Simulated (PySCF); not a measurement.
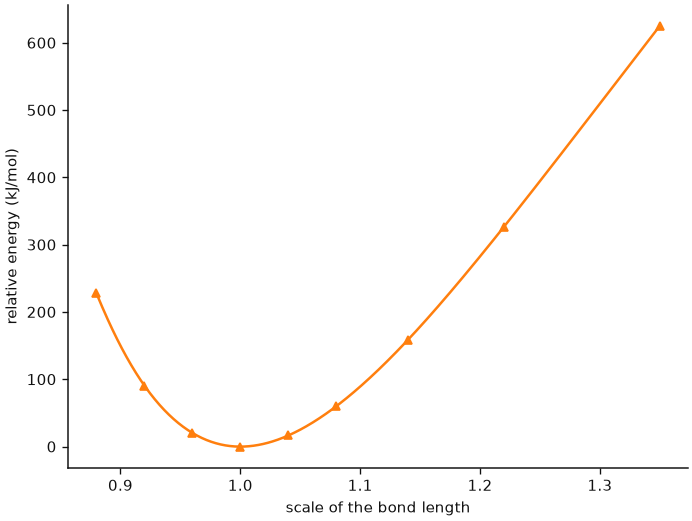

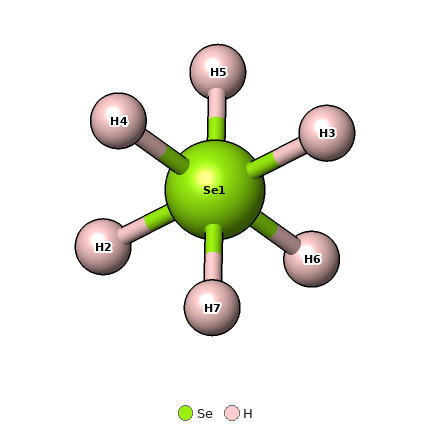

Rigid scan of SeH₆, singlet, from a minimum of the shape that electron-pair counting expects: all bonds to atom 1 scaled (atom 1 is the central atom). PBE0/def2-TZVP, PySCF 2.14.0, restricted determinant, no spin-orbit coupling; energies counted from the minimum. Splines pass through the computed points, which are marked.

Question: What does it cost to go to either end of the scan?

Answer: 227.6 kJ/mol at 0.88 and 625.3 kJ/mol at 1.35.

Question: Give the values at the computed points.

Answer: In kJ/mol:
| scale of the bond length | PBE0 |
| --- | --- |
| 0.88 | 227.6 |
| 0.92 | 90.6 |
| 0.96 | 20.4 |
| 1.00 | 0.0 |
| 1.04 | 16.5 |
| 1.08 | 59.9 |
| 1.14 | 159.0 |
| 1.22 | 326.7 |
| 1.35 | 625.3 |

Known limits of this run: no scalar relativity.
